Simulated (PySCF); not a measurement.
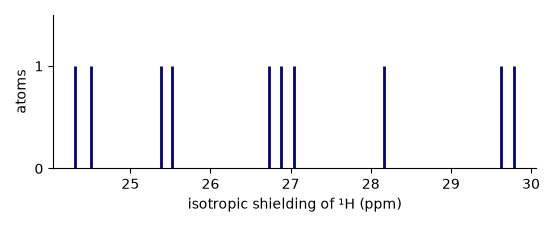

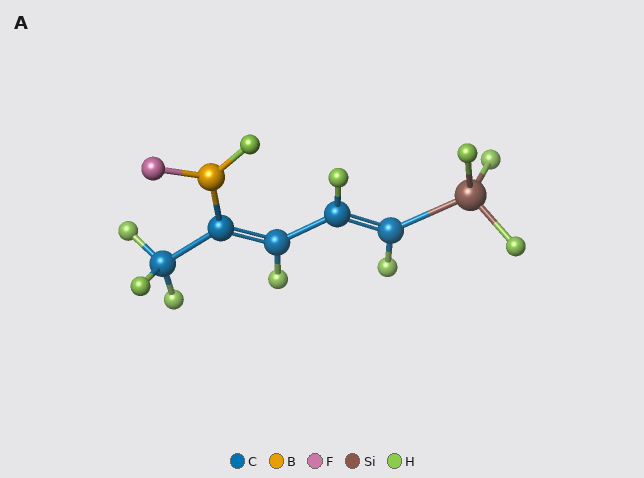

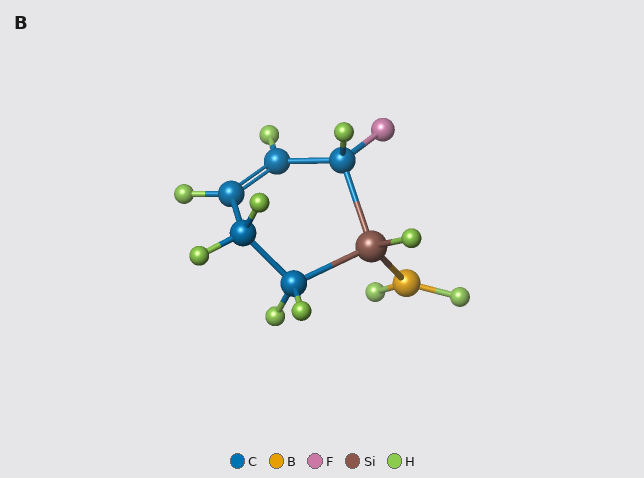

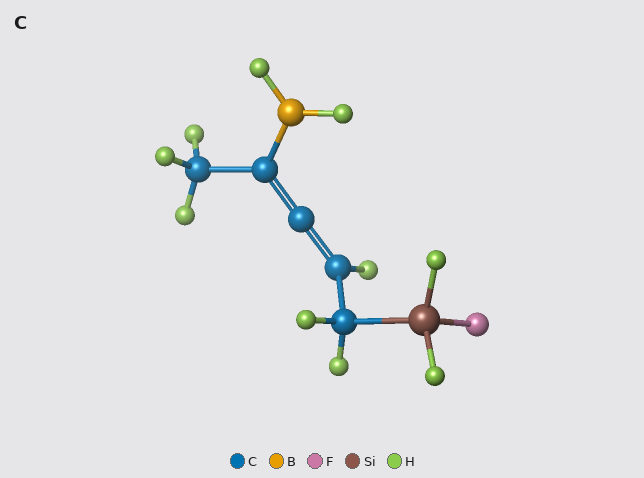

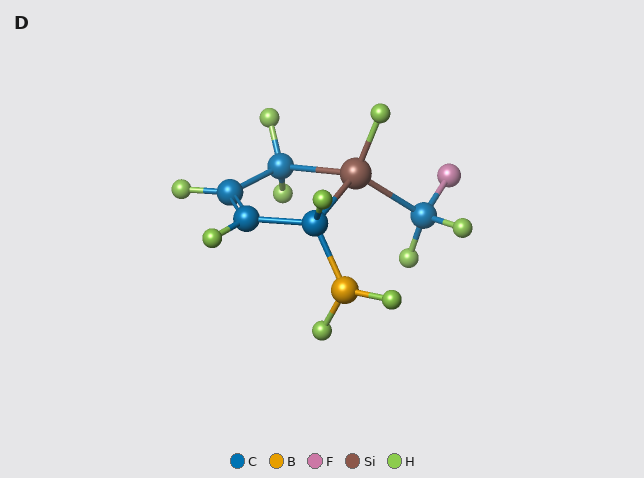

The sticks are computed shieldings of one of the molecules, for one fixed geometry (GFN2-xTB) without averaging over rotations. Low shielding means a high chemical shift. Method: GIAO PBE0/pcSseg-1 NMR shielding, non-relativistic, gas phase (PySCF 2.14.0).

### Which molecule gives this pattern?

D, `B[C@@H]1C=CC[Si@@H]1CF`. Its 10 H atoms give lines at 24.31, 24.50, 25.38, 25.53, 26.73, 26.88, 27.04, 28.17, 29.63, 29.79 ppm.

The geometry is semi-empirical. Around B, Si such bond lengths and angles can be off by a tenth of an ångström or more and by several degrees, and values that hang on the shape move with them.
